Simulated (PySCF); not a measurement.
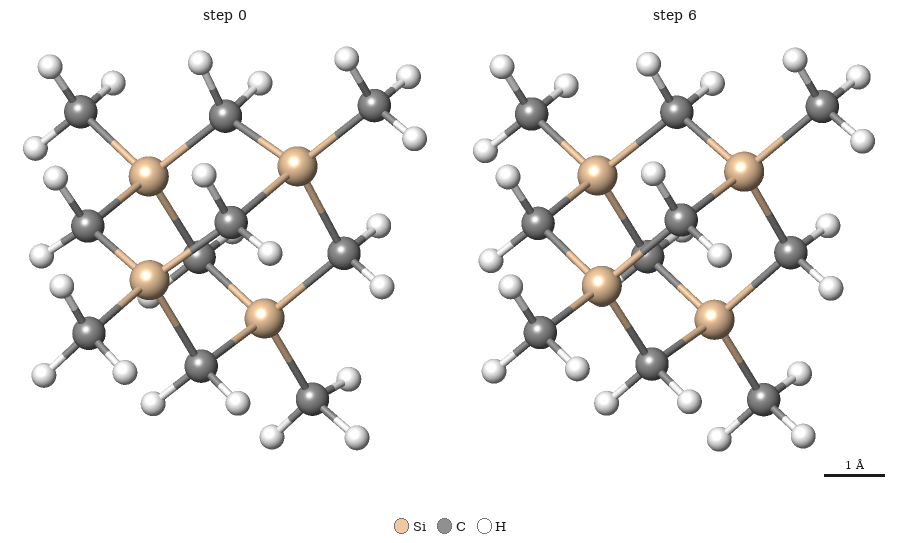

The structure of C10H24Si4 before (left) and after (right) a relaxation, at one scale.

The picture is a ball-and-stick view, seen at a tilt.

The start comes from GFN2-xTB. Its atoms were then displaced at random by about 0.03 Å.

Theory: PBE0-D3(BJ)/def2-SVP geometry optimisation, gas phase in PySCF 2.14.0, density-fitted response routines. 

What changed between the two?

Answer. A Si atom moves most after the best rigid fit: 0.11 Å. Largest moves by element: Si 0.11 Å, H 0.10 Å, C 0.07 Å. Among the contacts that change: C–Si 1.997 → 1.888 Å, C–Si 1.800 → 1.887 Å, C–H 1.172 → 1.105 Å, C–Si 1.822 → 1.888 Å. Among the angles between lasting bonds that change: Si–C–H 118.6° → 109.4°, H–C–H 98.9° → 106.8°, C–Si–C 118.0° → 110.9°. Over 6 geometry steps the energy falls by 33.1 kcal/mol.
